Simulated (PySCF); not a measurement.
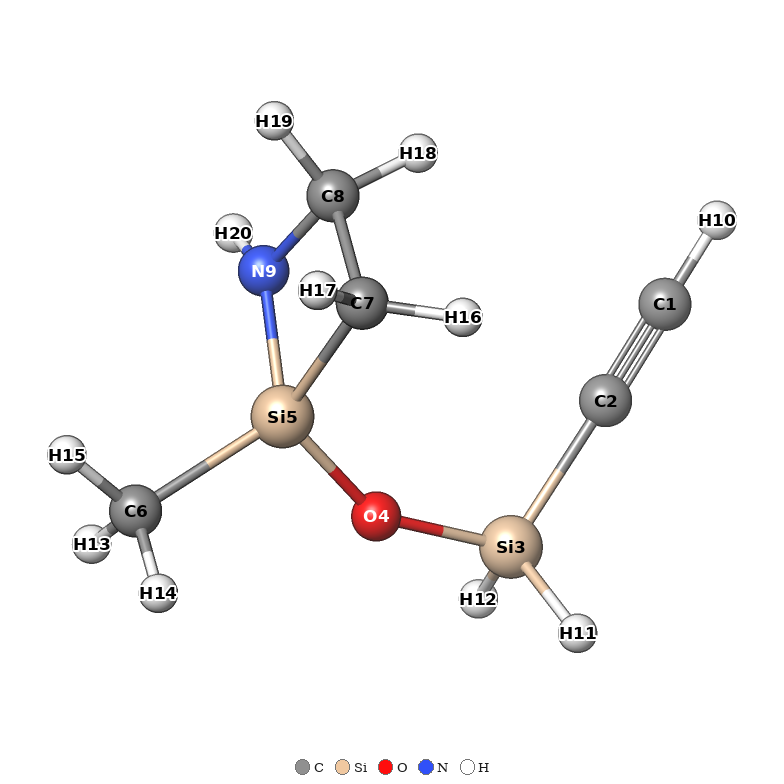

The geometry was computed by an optimisation with GFN2-xTB. No frequency run is at hand to confirm it as a minimum. Electric field gradients from the ground-state density, PBE0/pcSseg-1 (PySCF 2.14.0), non-relativistic apart from any core potentials.

Give the largest field-gradient component, the quadrupole coupling constant and the asymmetry for 17O at O4 (Q = −25.6 mb), 14N at N9 (Q = 20.44 mb), 2H at H10 (Q = 2.86 mb), 2H at H11 (Q = 2.86 mb), 2H at H12 (Q = 2.86 mb), 2H at H13 (Q = 2.86 mb).

```json
{"atom": "O4", "V_zz (a.u.)": "1.027", "e²qQ/h (MHz)": "−6.18", "η": "0.06"}
{"atom": "N9", "V_zz (a.u.)": "−1.012", "e²qQ/h (MHz)": "−4.86", "η": "0.41"}
{"atom": "H10", "V_zz (a.u.)": "0.385", "e²qQ/h (MHz)": "0.259", "η": "0.00"}
{"atom": "H11", "V_zz (a.u.)": "0.158", "e²qQ/h (MHz)": "0.106", "η": "0.01"}
{"atom": "H12", "V_zz (a.u.)": "0.158", "e²qQ/h (MHz)": "0.106", "η": "0.01"}
{"atom": "H13", "V_zz (a.u.)": "0.330", "e²qQ/h (MHz)": "0.221", "η": "0.01"}
```

The geometry is semi-empirical. Around Si such bond lengths and angles can be off by a tenth of an ångström or more and by several degrees, and values that hang on the shape move with them.
